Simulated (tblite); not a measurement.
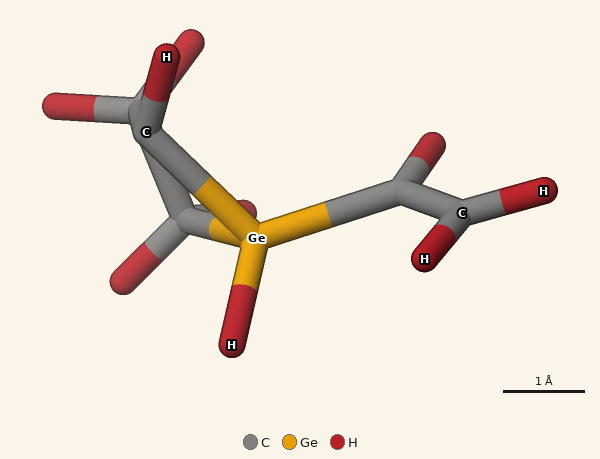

Figure 1. The starting structure (stick view, seen at a tilt). Sticks mark near contacts. Bond lengths as drawn: C–C 1.34 to 1.52 Å, C–Ge 1.89 to 1.93 Å, C–H 1.07 to 1.12 Å and Ge–H 1.54 Å.

**Run report: C₅H₉Ge, geometry relaxation (part 1 of 3)**

C₅H₉Ge, multiplicity 2, computed with GFN2-xTB geometry optimisation, gas phase (tblite 0.8.0).

It belongs to a series of runs on one base structure; here: H removed from sp3 C.

## Input file
```
{"job": {"kind": "relax", "xc": "GFN2-xTB", "basis": "xTB"}, "charge": 0, "multiplicity": 2}
C      2.844300    -0.294500    -0.373000
C      1.658300    -0.071000     0.207100
Ge     0.185000     0.439200    -0.861600
C     -1.197300    -0.853100    -1.156500
C     -1.955600    -0.404200     0.082000
C     -1.376600     0.996300     0.135800
H      3.730300    -0.583100     0.146900
H      2.892600    -0.156900    -1.437800
H      1.514100    -0.182800     1.287800
H      0.504300     1.289500    -2.106100
H     -0.924200    -1.932500    -1.089000
H     -1.709800    -1.021200     0.956000
H     -3.055700    -0.310500    -0.115000
H     -1.993900     1.776100    -0.367900
H     -1.120000     1.316800     1.163700
```

The first line tells a small driver script what to run in tblite; the rest is the geometry in Å.

Run on 1 CPU thread, shared host.

Command:
```bash
OMP_NUM_THREADS=1 python <driver script> task.json out
```

## Output
```
step      E/eV     max force
  0    -463.29447    2.518
  1    -463.52933    1.236
  2    -463.61079    1.011
  3    -463.68702    0.715
  4    -463.74897    0.603
  5    -463.77781    0.572
  6    -463.80946    0.479
  7    -463.83181    0.335
  8    -463.85356    0.428
  9    -463.87420    0.366
 10    -463.89108    0.268
 11    -463.90200    0.262
 12    -463.90980    0.265
 13    -463.91666    0.263
 14    -463.92223    0.199
 15    -463.92574    0.135
 16    -463.92784    0.106
 17    -463.92987    0.129
 18    -463.93251    0.158
 19    -463.93536    0.157
 20    -463.93773    0.135
 21    -463.93956    0.104
 22    -463.94124    0.100
 23    -463.94285    0.106
 24    -463.94413    0.083
 25    -463.94504    0.079
 26    -463.94598    0.085
 27    -463.94734    0.123
 28    -463.94910    0.137
 29    -463.95090    0.099
 30    -463.95188    0.065
 31    -463.95251    0.072
 32    -463.95339    0.089
 33    -463.95480    0.118
 34    -463.95678    0.150
 35    -463.95912    0.132
 36    -463.96131    0.114
 37    -463.96310    0.114
 38    -463.96452    0.088
 39    -463.96563    0.080
 40    -463.96652    0.081
 41    -463.96727    0.080
 42    -463.96790    0.059
 43    -463.96842    0.051
 44    -463.96889    0.047
 45    -463.96938    0.061
 46    -463.96997    0.063
 47    -463.97068    0.066
 48    -463.97151    0.075
 49    -463.97239    0.073
 50    -463.97329    0.090
 51    -463.97422    0.089
 52    -463.97511    0.079
 53    -463.97590    0.074
 54    -463.97658    0.076
 55    -463.97729    0.080
 56    -463.97814    0.098
 57    -463.97919    0.118
 58    -463.98011    0.097
 59    -463.98073    0.065
 60    -463.98113    0.056
 61    -463.98164    0.071
 62    -463.98231    0.104
 63    -463.98316    0.108
 64    -463.98415    0.111
 65    -463.98537    0.120
 66    -463.98676    0.165
 67    -463.98855    0.191
 68    -463.99001    0.142
 69    -463.99120    0.068
 70    -463.99172    0.067
 71    -463.99288    0.109
 72    -463.99374    0.106
 73    -463.99447    0.094
 74    -463.99485    0.069
 75    -463.99514    0.045
 76    -463.99552    0.046
 77    -463.99582    0.046
 78    -463.99610    0.033
 79    -463.99629    0.049
 80    -463.99646    0.030
 81    -463.99665    0.031
 82    -463.99680    0.029
 83    -463.99692    0.031
 84    -463.99699    0.024
 85    -463.99705    0.021
 86    -463.99711    0.024
 87    -463.99717    0.019
 88    -463.99721    0.015
 89    -463.99725    0.013
 90    -463.99728    0.013
 91    -463.99731    0.014
 92    -463.99735    0.016
 93    -463.99739    0.017
 94    -463.99742    0.011
 95    -463.99744    0.014
 96    -463.99747    0.018
 97    -463.99750    0.018
 98    -463.99754    0.017
 99    -463.99758    0.016
100    -463.99763    0.020
101    -463.99768    0.021
102    -463.99773    0.023
103    -463.99778    0.015
104    -463.99781    0.011
105    -463.99782    0.010
106    -463.99784    0.014
107    -463.99787    0.018
108    -463.99790    0.016
109    -463.99793    0.012
110    -463.99796    0.012
111    -463.99798    0.009
```

## Trajectory as extended XYZ (Å, eV, eV/Å), 32 of the 112 frames kept, from step=0 to step=111
```
15
Properties=species:S:1:pos:R:3:forces:R:3 step=0 energy=-463.29447
C     2.8443   -0.2945   -0.3730   -1.0310   0.2410   0.3250
C     1.6583   -0.0710    0.2071    1.6550  -0.4270   0.4700
Ge    0.1850    0.4392   -0.8616   -0.3800   1.2370  -1.8180
C    -1.1973   -0.8531   -1.1565    0.2870  -2.2430   1.1080
C    -1.9556   -0.4042    0.0820   -1.1320   0.5260  -1.3610
C    -1.3766    0.9963    0.1358    0.1300   1.6650   1.4220
H     3.7303   -0.5831    0.1469    0.2820  -0.1070   0.1900
H     2.8926   -0.1569   -1.4378    0.3090  -0.0620  -0.1300
H     1.5141   -0.1828    1.2878    0.1130  -0.0250  -0.4420
H     0.5043    1.2895   -2.1061    0.2720  -0.1670   0.2490
H    -0.9242   -1.9325   -1.0890   -0.4830   0.3970  -0.5610
H    -1.7098   -1.0212    0.9560   -0.4240   0.1570  -0.2470
H    -3.0557   -0.3105   -0.1150    0.6680  -0.6560   0.5190
H    -1.9939    1.7761   -0.3679    0.3060  -0.6690   0.5680
H    -1.1200    1.3168    1.1637   -0.5720   0.1310  -0.2940
15
Properties=species:S:1:pos:R:3:forces:R:3 step=4 energy=-463.74897
C     2.8522   -0.2936   -0.3707    0.0220   0.0230  -0.0110
C     1.6859   -0.0645    0.2039   -0.1350   0.1790  -0.1780
Ge    0.1532    0.4863   -0.9385    0.3330  -0.2310   0.4460
C    -1.1565   -0.9261   -1.0763    0.2990  -0.1000  -0.1430
C    -1.9680   -0.3654    0.0440   -0.1130  -0.1450   0.1380
C    -1.3670    1.0417    0.1776   -0.0970   0.0070   0.0340
H     3.7452   -0.5917    0.1549    0.0130  -0.0620   0.0360
H     2.9251   -0.1637   -1.4396    0.2540  -0.0280   0.0070
H     1.5252   -0.1892    1.2745    0.0500   0.0310  -0.3080
H     0.5443    1.2996   -2.1236    0.2420   0.1650  -0.3310
H    -0.9627   -1.9881   -1.1369   -0.3290  -0.0940  -0.1380
H    -1.7669   -0.9839    0.9140   -0.1050  -0.0420   0.4400
H    -3.0519   -0.3661   -0.0865   -0.0440  -0.0570  -0.1570
H    -1.9963    1.7624   -0.3236   -0.2050   0.2840   0.1350
H    -1.1663    1.3502    1.1993   -0.1870   0.0690   0.0290
15
Properties=species:S:1:pos:R:3:forces:R:3 step=7 energy=-463.83181
C     2.8642   -0.2912   -0.3733    0.1890  -0.0050  -0.1160
C     1.6906   -0.0415    0.1768    0.2710  -0.0180   0.0760
Ge    0.1701    0.4878   -0.9266   -0.1270   0.2470  -0.1500
C    -1.1139   -0.9529   -1.0473   -0.1690   0.0050   0.1850
C    -1.9696   -0.3706    0.0475    0.0310  -0.1700   0.0640
C    -1.3791    1.0510    0.1892   -0.1970  -0.0260  -0.0290
H     3.7494   -0.6027    0.1629   -0.0990  -0.0420   0.0590
H     2.9714   -0.1693   -1.4392    0.1900   0.0260  -0.0470
H     1.5342   -0.1878    1.2390   -0.0220   0.0630  -0.0640
H     0.5887    1.3164   -2.1622    0.0020  -0.2270   0.2020
H    -1.0175   -2.0293   -1.1744   -0.1880   0.2690  -0.0690
H    -1.8061   -0.9684    0.9451    0.0100   0.0000   0.2870
H    -3.0583   -0.3958   -0.0985    0.1730   0.0360  -0.2690
H    -2.0209    1.7902   -0.2879   -0.0100  -0.0160   0.0560
H    -1.2078    1.3720    1.2212   -0.0530  -0.1410  -0.1860
15
Properties=species:S:1:pos:R:3:forces:R:3 step=11 energy=-463.90200
C     2.9036   -0.2879   -0.3929   -0.0350   0.0250   0.0420
C     1.7295   -0.0153    0.1468   -0.1110   0.0440  -0.0910
Ge    0.1607    0.5153   -0.9252   -0.0330  -0.1750   0.1140
C    -1.0975   -0.9618   -0.9922    0.0650   0.0760   0.0450
C    -1.9680   -0.3929    0.0788   -0.0450   0.1620   0.0240
C    -1.4193    1.0463    0.1910    0.1010   0.0420   0.0450
H     3.7472   -0.6272    0.1860    0.0680  -0.0590   0.0040
H     3.0555   -0.1669   -1.4537    0.1090   0.0430   0.0070
H     1.5431   -0.1743    1.2020    0.1140   0.0420  -0.0190
H     0.6276    1.2884   -2.1634   -0.0830  -0.0980   0.0260
H    -1.1033   -2.0174   -1.2247   -0.0120   0.1010  -0.0780
H    -1.8436   -0.9492    1.0211   -0.0930   0.1070  -0.1140
H    -3.0344   -0.4204   -0.1625   -0.0420  -0.0760  -0.0080
H    -2.0561    1.8084   -0.2536   -0.1260  -0.1930  -0.1240
H    -1.2494    1.3628    1.2151    0.1230  -0.0400   0.1270
15
Properties=species:S:1:pos:R:3:forces:R:3 step=14 energy=-463.92223
C     2.9158   -0.2841   -0.3962    0.0310   0.0030  -0.0130
C     1.7351   -0.0041    0.1299    0.0870  -0.0360   0.0790
Ge    0.1515    0.5095   -0.9178    0.1820   0.0100   0.0800
C    -1.0892   -0.9579   -0.9641   -0.0070  -0.0790  -0.0440
C    -1.9734   -0.3811    0.0881   -0.0530  -0.0970  -0.1070
C    -1.4215    1.0512    0.1986   -0.0270   0.0230   0.0520
H     3.7520   -0.6417    0.1930   -0.0870   0.0390  -0.0610
H     3.0970   -0.1597   -1.4556    0.0220   0.0210   0.1080
H     1.5611   -0.1638    1.1894    0.0700   0.0300  -0.0680
H     0.6259    1.2617   -2.1558   -0.0900  -0.0330  -0.0690
H    -1.1323   -1.9963   -1.2522   -0.0230   0.0370  -0.0550
H    -1.8686   -0.9283    1.0304   -0.0650  -0.0070   0.0570
H    -3.0308   -0.4369   -0.1845   -0.0880   0.0550   0.0400
H    -2.0813    1.7853   -0.2584   -0.0010  -0.0310  -0.0090
H    -1.2457    1.3543    1.2276    0.0490   0.0660   0.0110
15
Properties=species:S:1:pos:R:3:forces:R:3 step=18 energy=-463.93251
C     2.9311   -0.2811   -0.3996    0.0160   0.0140   0.0270
C     1.7546    0.0012    0.1279   -0.0240   0.0480  -0.0040
Ge    0.1650    0.5088   -0.9013   -0.1250  -0.0460  -0.0060
C    -1.0825   -0.9625   -0.9514    0.0000   0.0300   0.0260
C    -1.9838   -0.3874    0.0867    0.0070   0.0530   0.0700
C    -1.4280    1.0474    0.2068    0.0370  -0.0390  -0.0370
H     3.7502   -0.6479    0.1943    0.1410  -0.0340   0.0620
H     3.1288   -0.1494   -1.4490   -0.0020   0.0310  -0.0890
H     1.5847   -0.1549    1.1826    0.0410  -0.0280   0.1150
H     0.6085    1.2385   -2.1657   -0.0670  -0.0240  -0.0360
H    -1.1576   -1.9836   -1.2838   -0.0100  -0.0220  -0.0560
H    -1.8986   -0.9180    1.0434   -0.0370  -0.0560  -0.0510
H    -3.0424   -0.4354   -0.1925    0.0100   0.0440   0.0090
H    -2.0933    1.7707   -0.2586    0.0590   0.0310   0.0110
H    -1.2409    1.3615    1.2327   -0.0470  -0.0010  -0.0410
15
Properties=species:S:1:pos:R:3:forces:R:3 step=21 energy=-463.93956
C     2.9460   -0.2772   -0.3979    0.0020   0.0300   0.0390
C     1.7706    0.0067    0.1364   -0.0070   0.0160  -0.0020
Ge    0.1639    0.5033   -0.8912    0.0200  -0.1020  -0.0090
C    -1.0844   -0.9645   -0.9447   -0.0400  -0.0370   0.0190
C    -1.9932   -0.3889    0.0890    0.0090   0.0270   0.0090
C    -1.4271    1.0390    0.2085    0.0310   0.0810   0.0000
H     3.7652   -0.6521    0.1991    0.0430   0.0350  -0.0490
H     3.1433   -0.1359   -1.4508   -0.0250  -0.0150   0.0690
H     1.6101   -0.1524    1.1972    0.0260  -0.0040  -0.0580
H     0.5743    1.2154   -2.1779   -0.0280  -0.0150   0.0060
H    -1.1710   -1.9736   -1.3132   -0.0390   0.0090  -0.0040
H    -1.9239   -0.9240    1.0424    0.0060  -0.0670   0.0010
H    -3.0529   -0.4192   -0.1911    0.0400   0.0090  -0.0390
H    -2.0864    1.7628   -0.2608    0.0170   0.0740  -0.0340
H    -1.2391    1.3687    1.2273   -0.0540  -0.0410   0.0530
15
Properties=species:S:1:pos:R:3:forces:R:3 step=25 energy=-463.94504
C     2.9602   -0.2686   -0.3912    0.0150   0.0070  -0.0230
C     1.7837    0.0133    0.1397    0.0100  -0.0400   0.0010
Ge    0.1665    0.4836   -0.8862    0.0100   0.0190   0.0190
C    -1.0909   -0.9730   -0.9341    0.0220   0.0110  -0.0040
C    -1.9982   -0.3860    0.0937   -0.0120  -0.0110  -0.0390
C    -1.4235    1.0426    0.2103   -0.0060  -0.0530   0.0250
H     3.7852   -0.6471    0.1951    0.0180   0.0600   0.0070
H     3.1528   -0.1288   -1.4423    0.0020   0.0010  -0.0400
H     1.6316   -0.1508    1.1987   -0.0380   0.0110   0.0210
H     0.5464    1.1942   -2.1848    0.0060  -0.0210   0.0290
H    -1.1950   -1.9666   -1.3362   -0.0710  -0.0150   0.0300
H    -1.9431   -0.9366    1.0421    0.0060   0.0590  -0.0250
H    -3.0528   -0.4067   -0.2004   -0.0200   0.0020  -0.0210
H    -2.0762    1.7721   -0.2662    0.0650  -0.0190   0.0040
H    -1.2511    1.3666    1.2342   -0.0090  -0.0110   0.0150
15
Properties=species:S:1:pos:R:3:forces:R:3 step=29 energy=-463.95090
C     2.9841   -0.2545   -0.3916   -0.0270  -0.0060  -0.0030
C     1.8047    0.0070    0.1424   -0.0400   0.0050  -0.0120
Ge    0.1754    0.4630   -0.8695   -0.0620  -0.0450   0.0620
C    -1.0932   -0.9856   -0.9218   -0.0270   0.0480   0.0010
C    -2.0104   -0.3853    0.0865   -0.0100   0.0500   0.0240
C    -1.4194    1.0325    0.2219    0.0730   0.0250  -0.0360
H     3.8166   -0.6163    0.1916    0.0560   0.0440   0.0400
H     3.1691   -0.1198   -1.4442   -0.0010   0.0090  -0.0560
H     1.6466   -0.1437    1.2026    0.0310  -0.0210   0.0170
H     0.5161    1.1579   -2.1816    0.0560   0.0250  -0.0110
H    -1.2554   -1.9568   -1.3541    0.0120  -0.0540  -0.0240
H    -1.9674   -0.9299    1.0363   -0.0480  -0.0060   0.0230
H    -3.0595   -0.3927   -0.2244   -0.0380  -0.0110  -0.0020
H    -2.0420    1.7760   -0.2725    0.0090  -0.0250   0.0120
H    -1.2696    1.3561    1.2508    0.0180  -0.0390  -0.0340
15
Properties=species:S:1:pos:R:3:forces:R:3 step=32 energy=-463.95339
C     2.9850   -0.2514   -0.3915    0.0200   0.0090  -0.0100
C     1.8041    0.0005    0.1460    0.0410  -0.0190   0.0070
Ge    0.1743    0.4517   -0.8629    0.0500  -0.0040  -0.0740
C    -1.1016   -0.9857   -0.9257   -0.0560  -0.0290  -0.0160
C    -2.0151   -0.3800    0.0834   -0.0240  -0.0340   0.0020
C    -1.4091    1.0312    0.2212   -0.0560  -0.0160   0.0070
H     3.8298   -0.5950    0.1913   -0.0440   0.0610  -0.0250
H     3.1618   -0.1183   -1.4487   -0.0070  -0.0080   0.0430
H     1.6499   -0.1461    1.2085    0.0420  -0.0150  -0.0190
H     0.5134    1.1543   -2.1776    0.0470  -0.0060   0.0500
H    -1.2635   -1.9614   -1.3520    0.0140  -0.0070  -0.0040
H    -1.9731   -0.9304    1.0305   -0.0510   0.0130   0.0250
H    -3.0658   -0.3864   -0.2264   -0.0020   0.0240   0.0100
H    -2.0245    1.7767   -0.2757   -0.0210   0.0270  -0.0030
H    -1.2700    1.3481    1.2520    0.0470   0.0010   0.0070
15
Properties=species:S:1:pos:R:3:forces:R:3 step=36 energy=-463.96131
C     3.0092   -0.2282   -0.3969    0.0060   0.0860   0.0210
C     1.8260   -0.0237    0.1524   -0.0430  -0.0200  -0.0190
Ge    0.1822    0.3976   -0.8502   -0.0950  -0.0630   0.0050
C    -1.1464   -1.0011   -0.9305    0.0560  -0.0660   0.0260
C    -2.0482   -0.3743    0.0776    0.0020  -0.0310  -0.0390
C    -1.3956    1.0165    0.2246   -0.0550  -0.0370   0.0020
H     3.8765   -0.4939    0.1882    0.0390  -0.0350  -0.0140
H     3.1633   -0.1089   -1.4570    0.0250  -0.0030  -0.0260
H     1.6960   -0.1560    1.2186    0.0100  -0.0040   0.0140
H     0.5231    1.1209   -2.1493    0.0580  -0.0150   0.0050
H    -1.3215   -1.9721   -1.3690   -0.0060   0.0720   0.0540
H    -2.0414   -0.9183    1.0321   -0.0010  -0.0030  -0.0750
H    -3.0948   -0.3538   -0.2468    0.0050   0.0670   0.0150
H    -1.9741    1.7859   -0.2822   -0.0320   0.0060   0.0570
H    -1.2587    1.3173    1.2609    0.0300   0.0440  -0.0260
15
Properties=species:S:1:pos:R:3:forces:R:3 step=39 energy=-463.96563
C     3.0286   -0.2049   -0.3993   -0.0180   0.0110  -0.0100
C     1.8388   -0.0341    0.1494   -0.0090  -0.0090   0.0070
Ge    0.1770    0.3663   -0.8437    0.0360   0.0180   0.0590
C    -1.1592   -1.0198   -0.9176   -0.0050  -0.0070   0.0570
C    -2.0668   -0.3751    0.0729   -0.0190   0.0460   0.0110
C    -1.3990    1.0060    0.2290    0.0680   0.0310  -0.0290
H     3.9031   -0.4519    0.1859   -0.0070   0.0000  -0.0240
H     3.1818   -0.1023   -1.4621    0.0010   0.0280   0.0000
H     1.7265   -0.1590    1.2193   -0.0280  -0.0020  -0.0110
H     0.5373    1.0951   -2.1360    0.0270  -0.0310  -0.0120
H    -1.3634   -1.9683   -1.3836   -0.0060  -0.0260   0.0110
H    -2.0867   -0.9091    1.0302    0.0170  -0.0680  -0.0260
H    -3.1082   -0.3329   -0.2620   -0.0190   0.0380  -0.0350
H    -1.9618    1.7895   -0.2745   -0.0390  -0.0180   0.0400
H    -1.2525    1.3087    1.2645    0.0030  -0.0120  -0.0410
15
Properties=species:S:1:pos:R:3:forces:R:3 step=43 energy=-463.96842
C     3.0343   -0.1906   -0.4019   -0.0030  -0.0260  -0.0040
C     1.8433   -0.0436    0.1509    0.0170   0.0210   0.0090
Ge    0.1800    0.3487   -0.8349   -0.0080  -0.0050  -0.0340
C    -1.1680   -1.0300   -0.9059    0.0280   0.0240  -0.0240
C    -2.0792   -0.3691    0.0701    0.0250  -0.0160  -0.0070
C    -1.3922    1.0034    0.2265   -0.0400  -0.0070   0.0260
H     3.9160   -0.4233    0.1783   -0.0080   0.0000  -0.0040
H     3.1845   -0.0926   -1.4655   -0.0230   0.0450  -0.0050
H     1.7356   -0.1635    1.2210   -0.0110  -0.0200   0.0160
H     0.5520    1.0752   -2.1266    0.0070  -0.0400  -0.0100
H    -1.3835   -1.9715   -1.3817   -0.0030  -0.0210   0.0200
H    -2.1066   -0.9164    1.0204   -0.0320   0.0160  -0.0020
H    -3.1179   -0.3103   -0.2745    0.0280   0.0140  -0.0090
H    -1.9586    1.7907   -0.2651   -0.0010   0.0120  -0.0110
H    -1.2440    1.3009    1.2613    0.0240   0.0010   0.0390
15
Properties=species:S:1:pos:R:3:forces:R:3 step=47 energy=-463.97068
C     3.0335   -0.1847   -0.4050   -0.0110   0.0640   0.0140
C     1.8462   -0.0495    0.1583   -0.0480  -0.0090  -0.0080
Ge    0.1823    0.3346   -0.8336   -0.0150   0.0280   0.0410
C    -1.1737   -1.0330   -0.9088   -0.0400  -0.0150  -0.0090
C    -2.0838   -0.3657    0.0641   -0.0080   0.0090   0.0070
C    -1.3895    1.0012    0.2298    0.0570   0.0010  -0.0040
H     3.9241   -0.3951    0.1684    0.0160  -0.0420  -0.0070
H     3.1703   -0.0703   -1.4694   -0.0090   0.0150   0.0150
H     1.7368   -0.1759    1.2282    0.0240  -0.0150  -0.0170
H     0.5695    1.0496   -2.1231    0.0070  -0.0170  -0.0520
H    -1.3927   -1.9838   -1.3661    0.0260   0.0050   0.0150
H    -2.1291   -0.9211    1.0085   -0.0200   0.0280   0.0190
H    -3.1188   -0.2850   -0.2860    0.0140  -0.0280  -0.0330
H    -1.9519    1.7947   -0.2591    0.0280  -0.0090   0.0330
H    -1.2276    1.2922    1.2660   -0.0210  -0.0140  -0.0150
15
Properties=species:S:1:pos:R:3:forces:R:3 step=50 energy=-463.97329
C     3.0352   -0.1674   -0.4054   -0.0030   0.0410   0.0140
C     1.8472   -0.0494    0.1624    0.0450  -0.0340  -0.0030
Ge    0.1808    0.3262   -0.8270    0.0650   0.0040  -0.0620
C    -1.1783   -1.0392   -0.9051   -0.0120   0.0110   0.0480
C    -2.0877   -0.3620    0.0615   -0.0450   0.0130   0.0050
C    -1.3836    0.9995    0.2363   -0.0020  -0.0250  -0.0180
H     3.9339   -0.3851    0.1572   -0.0700  -0.0050  -0.0290
H     3.1642   -0.0364   -1.4696   -0.0030   0.0100   0.0270
H     1.7458   -0.1910    1.2309    0.0000  -0.0160  -0.0070
H     0.5847    1.0078   -2.1350   -0.0230  -0.0080   0.0040
H    -1.4054   -1.9917   -1.3550    0.0440   0.0110   0.0110
H    -2.1650   -0.9189    1.0030    0.0120   0.0340   0.0160
H    -3.1124   -0.2645   -0.3107   -0.0410  -0.0260  -0.0290
H    -1.9475    1.7966   -0.2444    0.0470   0.0130   0.0310
H    -1.2162    1.2833    1.2733   -0.0150  -0.0230  -0.0100
```
